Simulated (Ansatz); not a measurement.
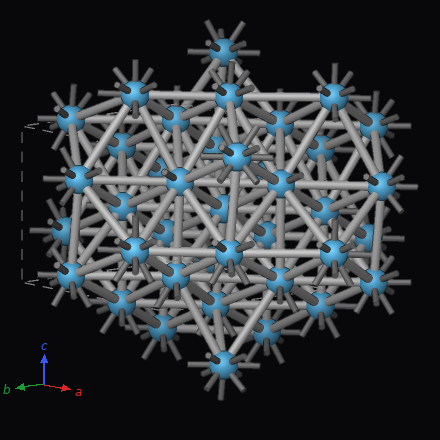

A cut-out of a periodic net derived from a crystal structure. Nodes are coloured by topological kind. Edges to nodes outside the piece are drawn as stubs.

Question: Describe the net.

Answer: A uninodal 12-connected, three-periodic net. It is the hcp net, known from hexagonal close packing.

Question: Give point symbol and coordination sequence.

Answer: 3^24.4^33.5^9, sequence 12, 44, 96, 170.

Origin of the net. Li5Be (space group P-62m, No. 189). Coordinates: coordinates from a relaxation with DFT PBE, scalar-relativistic, plane waves, PAW in Ansatz; the starting structure was generated, so it need not be a known form of this composition. Bonds are taken as Be–Li below 3.2 Å and Li–Li below 3.3 Å; no other contact counts. Simplification: prune 0- and 1-connected atoms, fold 2-connected ones into links. Li and Be are 12-connected nodes.
